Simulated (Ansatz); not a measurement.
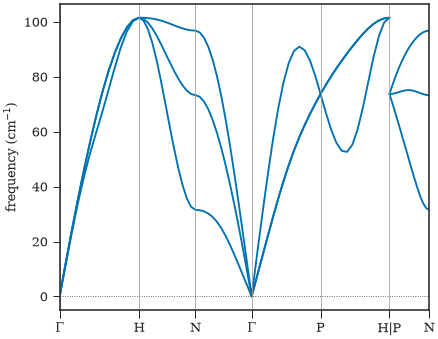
Figure: Phonon dispersion of Yb (bcc (W type), Im-3m), PBEsol (plane waves, PAW; program Ansatz); imaginary frequencies are drawn negative

Task: Is this phase dynamically stable?

Result: Yes, on this path no branch is imaginary.

Task: How high does the spectrum reach?

Result: About 100 cm⁻¹ (3.0 THz).

The workflow started from a Materials Project entry (that database holds measured and hypothetical structures alike); the Crystallography Open Database copy checked does not list it. It is not the phase usual at ambient conditions (space group No. 225). The PBEsol relaxation kept the symmetry of its start. No spin polarisation was allowed. The 4f shell is in the valence. No Hubbard U is applied. As this level gives no gap, phonon frequencies hold no LO–TO term and depend on the k-mesh and smearing (Fermi–Dirac, 0.1 eV here). Spin–orbit coupling is left out wherever it is not named.

Potentials: the later of the program's two PAW sets.
